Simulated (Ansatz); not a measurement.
Pressure series in HfO2

The parent structure is HfO₂ (space group Pca2_1, No. 29).

```cif
data_Hf4O8
_chemical_formula_sum 'Hf4 O8'
_space_group_name_H-M_alt 'Pca21'
_space_group_IT_number 29
_space_group_name_Hall 'P 2c -2ac'
_cell_length_a 5.24666
_cell_length_b 5.03039
_cell_length_c 5.05948
_cell_angle_alpha 90.000
_cell_angle_beta 90.000
_cell_angle_gamma 90.000
loop_
_atom_site_label
_atom_site_type_symbol
_atom_site_symmetry_multiplicity
_atom_site_Wyckoff_symbol
_atom_site_fract_x
_atom_site_fract_y
_atom_site_fract_z
_atom_site_occupancy
Hf1 Hf 4 a 0.03251 0.26703 0.24859 1
O1 O 4 a 0.36704 0.07000 0.10889 1
O2 O 4 a 0.26785 0.53889 0.49852 1
```

Cell and atoms are relaxed at each pressure.

All numbers come from r2SCAN (Ansatz, an electronic-structure program; PAW; 500 eV plane waves; spin-orbit coupling left out).

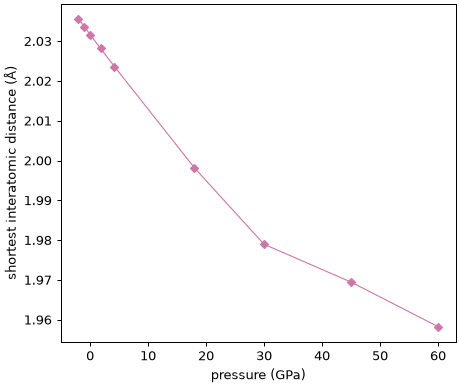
Fig. 1. Shortest interatomic distance against pressure

From the plot, what is the shortest interatomic distance for pressure 60 GPa?

About 1.958 Å.

Is the trend monotonic over the range shown?

Yes, it falls throughout, spanning 1.958 Å to 2.036 Å.

Load acts through the strain it causes; cell and atoms are relaxed under it. No phonon test of stability was made. Competing high-pressure phases were not computed. Along this pressure series the structure jumps between pressure 30 GPa and pressure 45 GPa; cells beyond that are another form of it. This is not the structure that HfO2 has at room temperature and ambient pressure.
